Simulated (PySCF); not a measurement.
**ClH$_{5}$OSi$_{2}$, SMILES `[SiH3]O[SiH2]Cl`: what the electrons do**

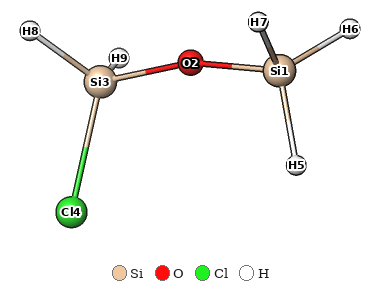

The molecule, with its atoms numbered as below. No frequency check shows the geometry to be a minimum.

Cartesian coordinates (Å):

```
Si1      2.1955   -0.3676    0.0019
O2       0.7962    0.4612   -0.0107
Si3     -0.7528    0.8974    0.0030
Cl4     -1.8974   -0.7467   -0.0008
H5       1.8818   -1.7829   -0.1746
H6       2.9587    0.1806   -1.1154
H7       2.7958   -0.0897    1.3038
H8      -0.9690    1.6319    1.2400
H9      -0.9794    1.6473   -1.2229
```

## 1. Bonding charge

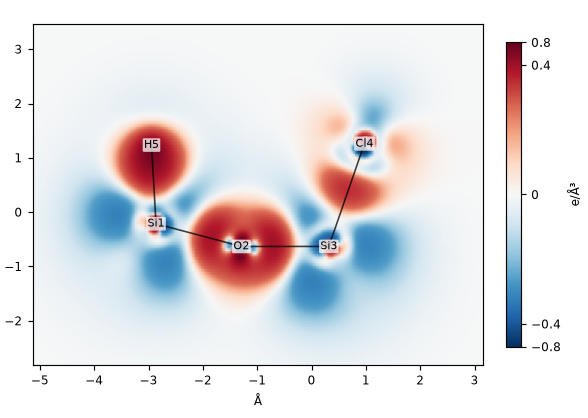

Deformation density (molecule less spherical, spin-averaged free atoms) in the plane of Si1, O2, Si3, Cl4 and H5; colour scale in e/Å³, logarithmic beyond ±0.1; red: gain, blue: loss.

PySCF calculation, PBE0/def2-TZVP, gas phase; geometry: GFN2-xTB.

Describe the bonding that the map shows.

Answer. Si1–H5: +0.25 e/Å³ at the bond critical point (bond length 1.46 Å, Mayer order 0.9). O2–Si3: +0.09 e/Å³ at the bond critical point (bond length 1.61 Å, Mayer order 1.2); up to 0.6 Å beside the axis the gain reaches +0.38 e/Å³. Si3–Cl4: +0.08 e/Å³ at the bond critical point (bond length 2.00 Å, Mayer order 1.2); up to 0.6 Å beside the axis the gain reaches +0.23 e/Å³. Si1–O2: +0.07 e/Å³ at the bond critical point (bond length 1.63 Å, Mayer order 1.2); up to 0.6 Å beside the axis the gain reaches +0.36 e/Å³. In all, 2.3 electrons gather in the regions of gain relative to the promolecule. A small or negative value marks a very polar bond, one between electron-rich atoms, whose free-atom densities already overlap strongly, a long bond to a heavier atom, or a closed-shell contact such as a hydrogen bond.

Where do the Hirshfeld charges lie?

Answer. The highest Hirshfeld charge is on Si1 (+0.40 e), the lowest on O2 (−0.31 e).

| atom | charge (e) |
| --- | --- |
| Si1 | +0.40 |
| O2 | −0.31 |
| Si3 | +0.40 |
| Cl4 | −0.11 |
| H5 | −0.07 |
| H6 | −0.08 |
| H7 | −0.08 |
| H8 | −0.07 |
| H9 | −0.07 |

## 2. Bond critical points

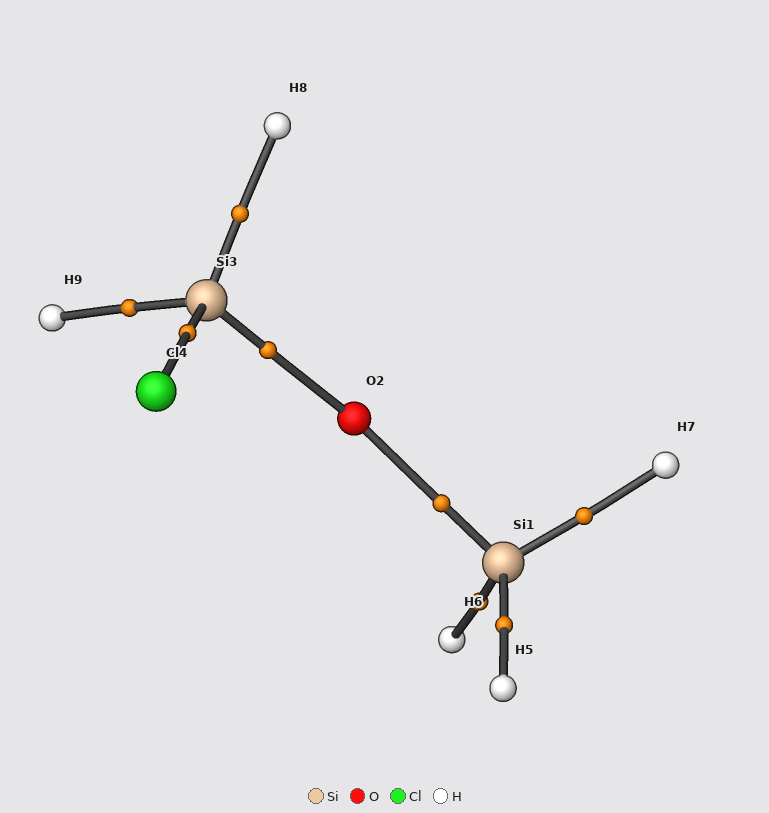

Molecular graph of the electron density (QTAIM): bond paths, bond critical points (orange), ring points (yellow, if any); weak paths are dashed.

How many critical points of each kind are there, and does the count close?

Answer. 9 nuclei, 8 bond, 0 ring and 0 cage critical points: 9 − 8 + 0 − 0 = 1, as the Poincaré–Hopf relation requires.

Give the properties at the bond critical points.

Answer.
| bond | length (Å) | ρ (a.u.) | ∇²ρ (a.u.) | ε | H (a.u.) |
| --- | --- | --- | --- | --- | --- |
| O2–Si3 | 1.609 | 0.143 | +0.99 | 0.01 | −0.044 |
| Si1–O2 | 1.626 | 0.136 | +0.92 | 0.01 | −0.039 |
| Si3–H9 | 1.455 | 0.131 | +0.17 | 0.02 | −0.086 |
| Si3–H8 | 1.455 | 0.131 | +0.17 | 0.02 | −0.086 |
| Si1–H6 | 1.460 | 0.128 | +0.18 | 0.04 | −0.082 |
| Si1–H5 | 1.460 | 0.128 | +0.18 | 0.04 | −0.082 |
| Si1–H7 | 1.460 | 0.128 | +0.18 | 0.04 | −0.082 |
| Si3–Cl4 | 2.003 | 0.107 | +0.30 | 0.04 | −0.055 |

What kind of interaction is Si1–O2?

Answer. Polar or intermediate (positive Laplacian, negative energy density H): ρ = 0.136, ∇²ρ = +0.92, H = −0.039 a.u.

## 3. Electrostatic potential

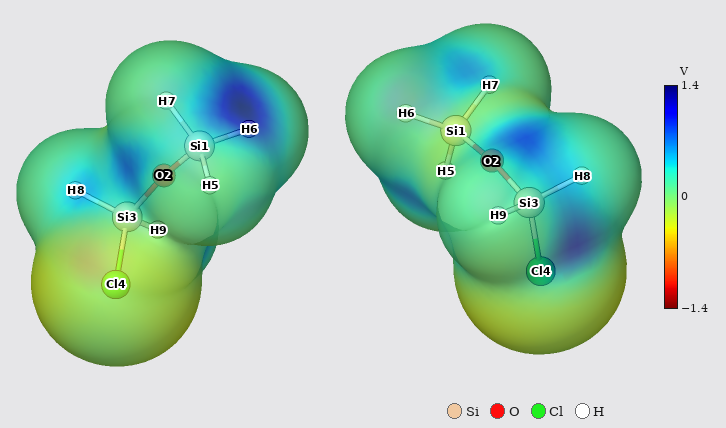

Electrostatic potential on the surface of electron density 0.001 a.u. (back view left, front view right).

Where are the extremes of the potential on the surface?

Answer. Highest: 1.40 V, near Si1 (1.95 Å), H5 (2.02 Å), H6 (2.11 Å) and H7 (2.13 Å). Further maxima include 1.03 V, about equally far (2.0 Å) from Si3, H8 and H9; 0.91 V, near H9 (1.96 Å), H8 (2.00 Å) and Si3 (2.04 Å). Lowest: −0.34 V, 2.1 Å from Cl4, and at like points elsewhere. Further minima include −0.12 V, 1.9 Å from O2; −0.08 V, 1.9 Å from O2. The surface is sampled at points, so like sites can differ by a few per cent and only the strongest of them is named.

What volume does the surface enclose, and what is the dipole moment?

Answer. About 133 Å³; the dipole moment is 0.9 D.

## 4. Excited states

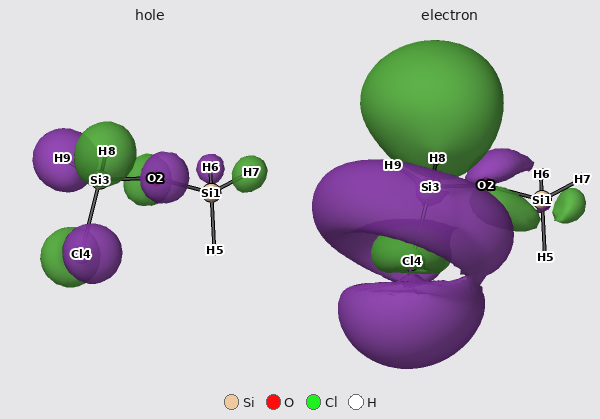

Leading natural transition orbital pair of S₃ (full linear response singlet states); the surfaces enclose about 70 % of each orbital's density.

PySCF calculation, PBE0/6-31+G*, gas phase; geometry: GFN2-xTB.

Where does the state lie, and where do hole and electron sit?

Answer. 7.68 eV (161 nm), f = 0.002 (very weak), partly diffuse acceptor orbital; the leading pair carries 97 %; hole on Cl4 (26 %), O2 (19 %) and Si3 (17 %), electron on Si3 (47 %), Cl4 (27 %) and Si1 (8 %) (atom shares of so diffuse an orbital are rough); their centroids lie 0.6 Å apart. In canonical orbitals it is mainly HOMO → LUMO+1 (79 %). The HOMO–LUMO gap is 8.43 eV.

## 5. Localised orbitals

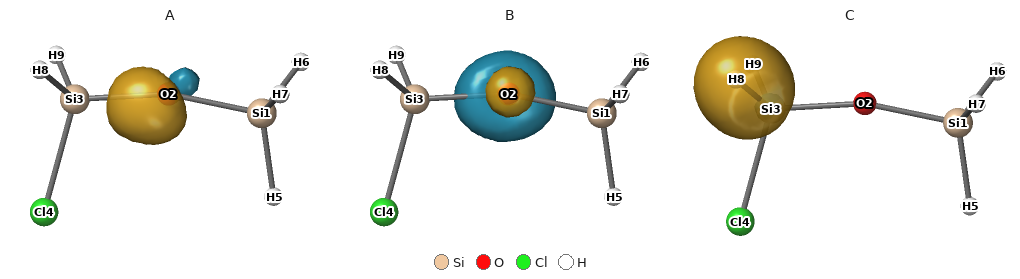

Foster–Boys orbitals, occupied; each surface holds about 70 % of the orbital's density. Energies are diagonal elements of the Fock matrix.

Method: M06-2X/def2-SVP; geometry: GFN2-xTB; program: PySCF.

Identify each orbital.

Answer. By panel:
- A: pair mostly on O2, shared in part with Si3 (O2 82 %, Si3 16 %; −19.0 eV)
- B: lone pair on O2 (sp4.9-type) (O2 89 %, Si3 7 %, Si1 4 %; −16.0 eV)
- C: σ bond H8–Si3 (H8 56 %, Si3 43 %; −13.0 eV)

How do all the valence pairs divide up?

Answer. 13 pairs: 7 σ bonds, 5 lone pairs and 1 strongly polarised pair.
